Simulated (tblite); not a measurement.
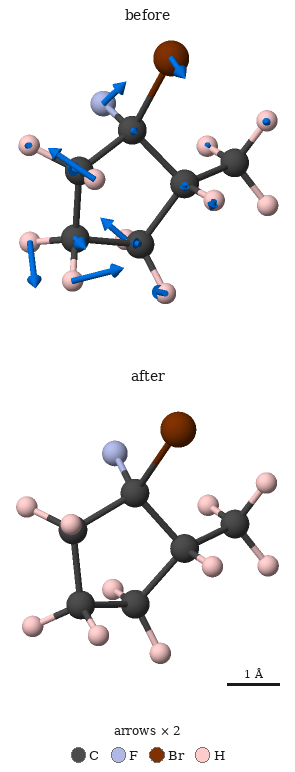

The structure of C6H10BrF before (top) and after (bottom) a relaxation, at one scale. The blue arrows give the displacements, 2 times their true length.

The picture is a ball-and-stick view, seen at a tilt.

These are results of GFN2-xTB geometry optimisation, gas phase (tblite 0.8.0), not measurements. 

Question: Summarise the run.

Answer: After 86 geometry steps the energy has fallen by 0.112 eV. An H atom moves most after the best rigid fit: 0.63 Å. Largest moves by element: H 0.63 Å, F 0.33 Å, Br 0.33 Å, C 0.22 Å. Among the contacts that change: Br–C 1.936 → 1.973 Å, C–C 1.518 → 1.538 Å, C–C 1.531 → 1.520 Å, C–H 1.106 → 1.095 Å. Among the angles between lasting bonds that change: F–C–Br 110.4° → 105.2°, C–C–C 111.3° → 115.2°, C–C–C 103.1° → 106.8°. Groups turn about C–C by about 35°, C–C by about 30°, C–C by about 25°. Cost: 0.62 s on 1 thread of Arm Neoverse V1, with other jobs on the host.
